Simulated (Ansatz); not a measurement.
Pulling on the Sn1–H2 bond in CH4OSn (SMILES C[O][SnH]) (multiplicity 1 held, fragments rigid). Energies count from the point at 1.803 Å.
Geometry at that point (charge 0, multiplicity 1):
```xyz
7

Sn    -0.256    -0.354     0.480
H     -1.295    -0.777    -0.932
O      0.883     0.892    -0.566
C      0.786     1.227    -1.935
H      0.629     2.305    -2.040
H      1.720     0.970    -2.444
H     -0.038     0.704    -2.433
```

R- and RO- levels are restricted; in cc, def2 and unpolarised 6-31G sets they are followed outwards from rest. Unrestricted levels (U-) break spin symmetry where that is lower. Active spaces are followed from a long bond inwards. Levels need not reach the same state.

Frozen-core correlation. Filled d and f shells under p-block atoms count as core.

The values were computed with Ansatz (Gaussian basis) for Hartree–Fock, density functionals and correlated methods.  In def2 rows elements past Kr take small-core potentials, without spin–orbit coupling.

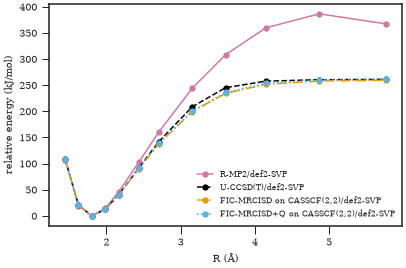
*Relative energy along the coordinate*

Doubts at one or more of the structures used: a restricted determinant that unrestricted orbitals would lower (R-MP2/def2-SVP); a spin-contaminated determinant (U-CCSD(T)/def2-SVP); T1 above 0.05 (U-CCSD(T)/def2-SVP).

Ansatz is a quantum-chemistry and plane-wave program.
